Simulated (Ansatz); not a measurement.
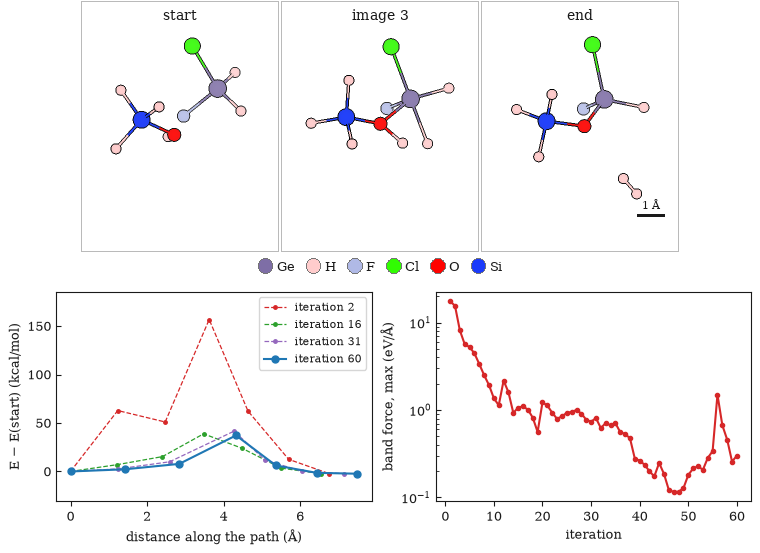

NEB run on GeSiH6OClF. Images are numbered from 0 (start) to 6 (end). The plot follows the band through its iterations. Style: ball-and-stick. Shown from a free direction.

Theory: Ansatz 0.2.0, RKS PBE-D4/def2-SVP. Settings: 5 movable images; climbing image; force threshold 0.03 eV/Å; iteration limit 60; optimiser FIRE; starting path through a guess of the saddle point.

Judge this run.

The result isn't final. The band hadn't converged when the run stopped after 60 iterations. The largest component of the band force went from 18 to 0.3 eV/Å. The barrier read from it is provisional, though the highest image hardly moved in the last two iterations. The first iteration put the highest image at 195.9 kcal/mol. The energy climbs by 37.2 kcal/mol to image 3 and then falls by 39.5 kcal/mol, so the end point sits at −2.3 kcal/mol.
